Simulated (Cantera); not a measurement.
Charge: 1 mol FeS₂, 0.092 mol H₂S, 2.9 mol CO₂, equilibrated at 1 atm.

Method: chemical equilibrium by Gibbs-energy minimisation in Cantera with the NASA 1993 tables (ideal gas, pure condensed phases). Candidate condensed phases: C, C₆H₆, C₇H₈, C₈H₁₈, Fe, Fe(CO)₅, FeO, Fe(OH)₂, Fe(OH)₃, FeS, FeSO₄, FeS₂, Fe₂O₃, Fe₂(SO₄)₃, Fe₃O₄, H₂O, H₂SO₄, S; 127 gas species. FeS: taken at fixed stoichiometry. Gases not in the tables: S₃ to S₇. The numbers say what is thermodynamically allowed, not how fast it happens.

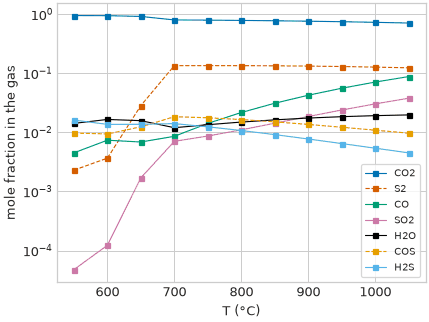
Figure. Equilibrium gas composition (values under 1e-9 drawn at 1e-9)

Question: Read off the mole fractions at 1000 °C.

Answer: CO₂ about 0.73, S₂ about 0.13, CO about 0.071, SO₂ about 0.030, H₂O about 0.019, COS about 0.011, H₂S about 0.0054.
